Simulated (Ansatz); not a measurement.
**U-r2SCAN0/cc-pVDZ run of SiNH4O2 (SMILES N[Si](O)O)**

Aim: the vertical ionisation energy of SiNH4O2 at U-r2SCAN0/cc-pVDZ, from 2 runs. 

The results are computed with Ansatz 0.2.0.

68 further runs of the same task are left out: 68 set aside as unsound or not needed.

### Step 1. Starting point

SiNH4O2 has 8 atoms, charge 0, and is taken as a doublet. SMILES: `N[Si](O)O`. Geometry: relaxed at PBE0-D4/def2-TZVP. This is one conformer, not always the lowest.

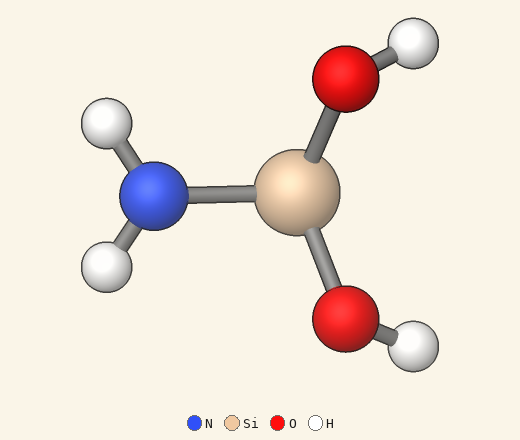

Viewed from a chosen angle; nitrogen blue, silicon light orange, oxygen red, hydrogen white.

### Step 2. A single-point energy at U-r2SCAN0/cc-pVDZ

Contents of in.yaml:

```yaml
crystal:
  periodic: [false, false, false]
  atoms:
    - {symbol: N, position_ang: [-0.498000, 1.267000, 0.129300]}
    - {symbol: Si, position_ang: [0.096000, -0.243600, -0.376000]}
    - {symbol: O, position_ang: [1.641600, -0.288300, 0.202600]}
    - {symbol: O, position_ang: [-0.956500, -1.334700, 0.277900]}
    - {symbol: H, position_ang: [0.071200, 2.094000, 0.065100]}
    - {symbol: H, position_ang: [-1.483600, 1.467400, 0.110500]}
    - {symbol: H, position_ang: [2.250900, -0.848000, -0.280900]}
    - {symbol: H, position_ang: [-1.029400, -2.171000, -0.184200]}
basis:
  gaussian:
    orbitals: cc-pVDZ
output:
  orbitals: {seedname: orbitals}
magnetization:
  spin_polarized: true
  initial_magnetization: 1
accuracy: high
hamiltonian:
  xc: {name: r2SCAN0}
```

Command:

```sh
$ ansatz run in.yaml --threads 1 --pin off --max-ram 3480MiB --events-out events.jsonl --progress --plain --runs-dir runs
```

What it wrote:

```text
Warning: RAYON_NUM_THREADS=1 ignored (pool sized by the plan → 1); use --threads N
Functional definition: r2SCAN0
  name "r2SCAN0"
  parameter a = 0.25
  parameter k0 = 0.174
  parameter k1 = 0.065
  parameter a1 = 4.9479
  exchange = (1 - a)*r2scan_x(k0 = k0, k1 = k1, a1 = a1) + a*exact_x
  correlation = r2scan_c
1811 factors; integrals over basis functions are off by at most 3.9e-9 eV
mean field evaluation 1: about -13514.0950 eV, gradient 5.2e1 eV
mean field evaluation 2: about -13505.4359 eV, gradient 6.9e1 eV
mean field evaluation 4: about -13523.9592 eV, gradient 1.1e0 eV
mean field evaluation 8: about -13524.1777 eV, gradient 2.0e-1 eV
mean field evaluation 16: about -13524.1779 eV, gradient 1.5e-4 eV
mean field -13524.17790053 eV, -497.0043708275 hartree, gradient 9.8e-8 eV, S^2 0.753208; 0 other end points of the search recorded, 0 dependent functions left out
reference -13524.17790220 eV, -497.0043708890 hartree; 21, 20 occupied and 59, 60 virtual orbitals, 1811 factors
Total energy: -13524.17790220 eV, -497.0043708890 hartree
```

Run time: 22 s. Hardware: 1 thread of Arm Neoverse V1, shared host; peak memory 0.49 GiB.

### Step 3. The singlet cation

Edit in.yaml of step 2 so:

```diff
@@ -12,11 +12,6 @@
 basis:
-  gaussian:
-    orbitals: cc-pVDZ
-output:
-  orbitals: {seedname: orbitals}
-magnetization:
-  spin_polarized: true
-  initial_magnetization: 1
+  gaussian: {orbitals: cc-pVDZ}
+total_charge: 1
+hamiltonian: {xc: {name: r2SCAN0}}
 accuracy: high
-hamiltonian:
-  xc: {name: r2SCAN0}
+output: {orbitals: {seedname: orbitals}}
```

Command:

```sh
$ ansatz run in.yaml --threads 1 --pin off --max-ram 3480MiB --events-out events.jsonl --progress --plain --runs-dir runs
```

What it wrote, cut to the lines that bear on the results:

```text
Warning: RAYON_NUM_THREADS=1 ignored (pool sized by the plan → 1); use --threads N
[... 8 set-up lines as earlier in the session ...]
1809 factors; integrals over basis functions are off by at most 3.9e-9 eV
mean field evaluation 1: about -13496.4514 eV, gradient 1.0e2 eV
mean field evaluation 2: about -13462.5236 eV, gradient 1.6e2 eV
mean field evaluation 4: about -13516.0701 eV, gradient 1.2e1 eV
mean field evaluation 8: about -13516.6076 eV, gradient 9.7e-1 eV
mean field evaluation 16: about -13516.6102 eV, gradient 6.8e-5 eV
mean field -13516.61022992 eV, -496.7262640619 hartree, gradient 7.4e-8 eV, S^2 0.000000; 0 other end points of the search recorded, 0 dependent functions left out
reference -13516.61023051 eV, -496.7262640836 hartree; 20, 20 occupied and 60, 60 virtual orbitals, 1809 factors
Total energy: -13516.61023051 eV, -496.7262640836 hartree
```

It took 12 s on 1 thread of Arm Neoverse V1, shared host; peak memory 0.29 GiB.

### Step 4. Outcome

Level: U-r2SCAN0/cc-pVDZ.

| quantity | value |
| --- | --- |
| doublet SiNH4O2: total energy | -497.00437 Eh |
| doublet SiNH4O2: HOMO energy (highest over α and β) | -5.27 eV |
| doublet SiNH4O2: LUMO energy (lowest over α and β) | -0.90 eV |
| doublet SiNH4O2: ⟨S²⟩ | 0.753 |
| singlet cation: total energy | -496.72626 Eh |
| singlet cation: HOMO energy | -14.49 eV |
| singlet cation: LUMO energy | -9.59 eV |
| singlet cation: HOMO–LUMO gap | 4.90 eV |
| vertical ionisation energy (to the singlet cation) | 7.568 eV |

**Reading.** The vertical ionisation energy comes to 7.57 eV (730 kJ/mol). Only the singlet of the ionised species was computed; a triplet could lie lower.
